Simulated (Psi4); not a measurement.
**UHF-D4/6-31G (density fitting) run of SiNH4O (SMILES [NH][SiH2]O)**

Aim: the vertical ionisation energy of SiNH4O at UHF-D4/6-31G (density fitting), from 2 runs. 

Program for the calculation: Psi4 1.11.

3 further runs of the same task are left out: 3 set aside as unsound or not needed.

## Step 1: The structure to begin with

SiNH4O has 7 atoms, charge 0, and is taken as a doublet. As SMILES, `[NH][SiH2]O`. The coordinates come from a PBE0-D4/def2-TZVP relaxation. This is one conformer, not always the lowest.

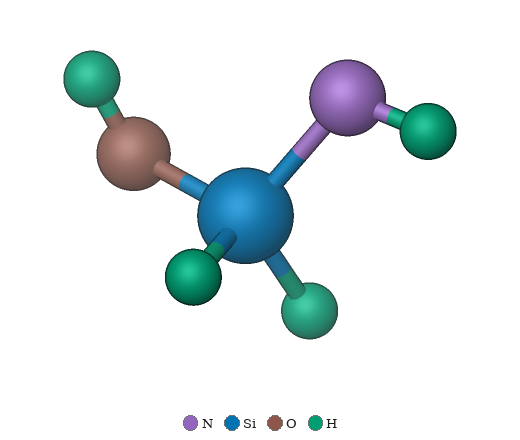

The structure, seen from a chosen angle (nitrogen purple, silicon blue, oxygen brown, hydrogen teal).

## Step 2: Energy and gradient at UHF-D4/6-31G (density fitting)

h4nosi.dat

```
memory 1.6 GB

molecule m {
  0 2
  N
  Si 1 R2
  O 2 R3 1 A3
  H 1 R4 2 A4 3 D4
  H 2 R5 3 A5 1 D5
  H 2 R6 5 A6 3 D6
  H 3 R7 2 A7 5 D7

  R2 = 1.741049
  R3 = 1.63652
  A3 = 110.48774
  R4 = 1.021747
  A4 = 114.37425
  D4 = -169.80487
  R5 = 1.483821
  A5 = 105.39841
  D5 = -122.58418
  R6 = 1.493047
  A6 = 110.7328
  D6 = 121.38315
  R7 = 0.958551
  A7 = 117.58138
  D7 = -168.5267
  units angstrom
  symmetry c1
}

set basis 6-31G
set reference uhf

E, wfn = gradient("hf-d4", return_wfn=True)
```

The run is started by

```sh
psi4 h4nosi.dat h4nosi.out -n 1
```

h4nosi.out, shortened:

```text
[...]
  Running in c1 symmetry.
[...]
  Nuclear repulsion =  110.722824158220007
[...]
  Multiplicity = 2
[...]
  Nalpha       = 17
  Nbeta        = 16
[...]
    Number of basis functions: 39
[...]
   @DF-UHF iter   1:  -420.23452025742813   -7.36959e-01   1.41904e-02 DIIS/ADIIS
[...]
   @DF-UHF iter  17:  -420.45254384851785   -1.36424e-12   7.57015e-09 DIIS
[...]
   @S^2 Observed:                7.577661578E-01
[...]
    Orbital Energies [Eh]
    ---------------------
    Alpha Occupied:
       1A    -68.845981     2A    -20.561760     3A    -15.599725
       4A     -6.208914     5A     -4.315210     6A     -4.313783
       7A     -4.313220     8A     -1.354647     9A     -1.175715
      10A     -0.772907    11A     -0.668121    12A     -0.612710
      13A     -0.574426    14A     -0.532505    15A     -0.513828
      16A     -0.461434    17A     -0.452798
    Alpha Virtual:
      18A      0.145592    19A      0.167582    20A      0.222298
      21A      0.250951    22A      0.269778    23A      0.295012
      24A      0.354270    25A      0.363896    26A      0.500745
[...]
  @DF-UHF Final Energy:  -420.45254384851785
   => Energetics <=
    Nuclear Repulsion Energy =            110.7228241582200070
    One-Electron Energy =                -800.5313597022036447
    Two-Electron Energy =                 269.3700604371707641
    Total Energy =                       -420.4525438485178483
  UHF NO Occupations:
  HONO-2 :   15  A 1.9988827
  HONO-1 :   16  A 1.9984468
[...]
 Multipole Moments:
 ------------------------------------------------------------------------------------
     Multipole            Electronic (a.u.)      Nuclear  (a.u.)        Total (a.u.)
 ------------------------------------------------------------------------------------
 L = 1.  Multiply by 2.5417464519 to convert [e a0] to [Debye]
 Dipole X            :          0.0574664           -0.4157226           -0.3582562
 Dipole Y            :         -0.7936194            1.6106510            0.8170316
 Dipole Z            :         -0.2826587            0.0455058           -0.2371529
 Magnitude           :                                                    0.9231087
[...]
  -Total Gradient:
     Atom            X                  Y                   Z
    ------   -----------------  -----------------  -----------------
       1       -0.002804870101    -0.017144471633     0.035082772113
       2       -0.007777248850    -0.043169302331    -0.033037893965
       3        0.018671015007     0.045114413303     0.001316519640
       4        0.001725141408     0.011570507685     0.006754739382
       5       -0.000011537678    -0.001751828829     0.001659298930
       6        0.000838827715    -0.000005029830    -0.000009699265
       7       -0.010641327501     0.005385711636    -0.011765736831
[...]
```

Wall time 4.5 s (1 thread of Intel Xeon Platinum 8259CL at 2.50GHz (Skylake/Cascade Lake), shared host); peak memory 0.2 GiB.

## Step 3: The singlet cation

h4nosi.xyz

```xyz
7
H4NOSi
N     -1.219700    -0.362600     0.666700
Si     0.116600     0.212100    -0.290000
O      1.398500    -0.795100    -0.146900
H     -2.101000     0.125500     0.496300
H     -0.184300     0.263000    -1.742100
H      0.414600     1.577200     0.236200
H      1.636600    -1.088000     0.734200
```

run_ase.py

```python
import numpy as np
from ase.calculators.psi4 import Psi4
from ase.io import read

a = read('h4nosi.xyz')
calc = Psi4(atoms=a, method='hf-d4', basis='6-31G', memory='1600MB', num_threads=1, charge=1, multiplicity=1, label='h4nosi', reference='uhf')
a.calc = calc

forces = a.get_forces()
print(f'energy: {a.get_potential_energy():.6f} eV')
print('forces / eV A^-1')
print(np.round(forces, 5))
```

The run is started by

```sh
python run_ase.py
```

h4nosi.dat, shortened:

```text
[...]
  Running in c1 symmetry.
[...]
  Nuclear repulsion =  110.722823444241286
[...]
  Multiplicity = 1
[...]
  Nalpha       = 16
  Nbeta        = 16
[...]
    Number of basis functions: 39
[...]
   @DF-UHF iter   1:  -419.86719005530290   -3.72465e-01   1.17186e-02 ADIIS/DIIS
[...]
   @DF-UHF iter  15:  -420.03605758762387   -9.15179e-12   8.97109e-09 DIIS
[...]
   @S^2 Observed:               -2.131628207E-14
[...]
  @DF-UHF Final Energy:  -420.03605758762387
   => Energetics <=
    Nuclear Repulsion Energy =            110.7228234442412855
    One-Electron Energy =                -791.7078406747591544
    Two-Electron Energy =                 260.9601919482612971
    Total Energy =                       -420.0360575876238727
  UHF NO Occupations:
  HONO-2 :   14  A 2.0000000
  HONO-1 :   15  A 2.0000000
[...]
 Multipole Moments:
 ------------------------------------------------------------------------------------
     Multipole            Electronic (a.u.)      Nuclear  (a.u.)        Total (a.u.)
 ------------------------------------------------------------------------------------
 L = 1.  Multiply by 2.5417464519 to convert [e a0] to [Debye]
 Dipole X            :         -1.4864726           -0.7127236           -2.1991962
 Dipole Y            :         -0.4081408            1.4926884            1.0845476
 Dipole Z            :          0.8722502           -0.1816584            0.6905919
 Magnitude           :                                                    2.5474741
[...]
  -Total Gradient:
     Atom            X                  Y                   Z
    ------   -----------------  -----------------  -----------------
       1        0.060394125299     0.003351822819    -0.026643726995
       2       -0.078189152100    -0.041943845639     0.075737444050
       3       -0.004702636386     0.018573192025    -0.032947104403
       4        0.013360415528     0.008332654607    -0.012071597205
       5        0.013644538726     0.001674802366    -0.004887072698
       6        0.014823946478     0.000516025719    -0.010601906672
       7       -0.019331237545     0.009495348104     0.011413963922
[...]
```

On the terminal:

```text
energy: -11429.763307 eV
forces / eV A^-1
[[-3.10559 -0.17236  1.37008]
 [ 4.02065  2.15684 -3.89458]
 [ 0.24182 -0.95507  1.69421]
 [-0.68702 -0.42848  0.62075]
 [-0.70163 -0.08612  0.2513 ]
 [-0.76228 -0.02654  0.54517]
 [ 0.99405 -0.48827 -0.58693]]
```

Run time: 4.5 s. Hardware: 1 thread of Intel Xeon Platinum 8259CL at 2.50GHz (Skylake/Cascade Lake), shared host; peak memory 0.21 GiB.

## Step 4: Results

At UHF-D4/6-31G (density fitting):

| quantity | value |
| --- | --- |
| doublet SiNH4O: total energy | -420.45254 Eh |
| doublet SiNH4O: dipole moment | 2.35 D |
| doublet SiNH4O: HOMO energy (highest over α and β) | -11.32 eV |
| doublet SiNH4O: LUMO energy (lowest over α and β) | 2.13 eV |
| doublet SiNH4O: dispersion energy | -36.94 kJ/mol |
| doublet SiNH4O: ⟨S²⟩ | 0.758 |
| doublet SiNH4O: largest force on an atom | 2.824 eV/Å |
| singlet cation: total energy | -420.03606 Eh |
| singlet cation: HOMO energy | -18.63 eV |
| singlet cation: LUMO energy | -9.13 eV |
| singlet cation: HOMO–LUMO gap | 9.51 eV |
| singlet cation: dispersion energy | -29.49 kJ/mol |
| singlet cation: largest force on an atom | 5.999 eV/Å |
| vertical ionisation energy (to the singlet cation) | 11.333 eV |

In words: The vertical ionisation energy comes to 11.33 eV (1093 kJ/mol). The largest force (doublet SiNH4O) is 2.82 eV/Å: the shape isn't a stationary point for this species at this level. Only the singlet of the ionised species was computed; a triplet could lie lower.
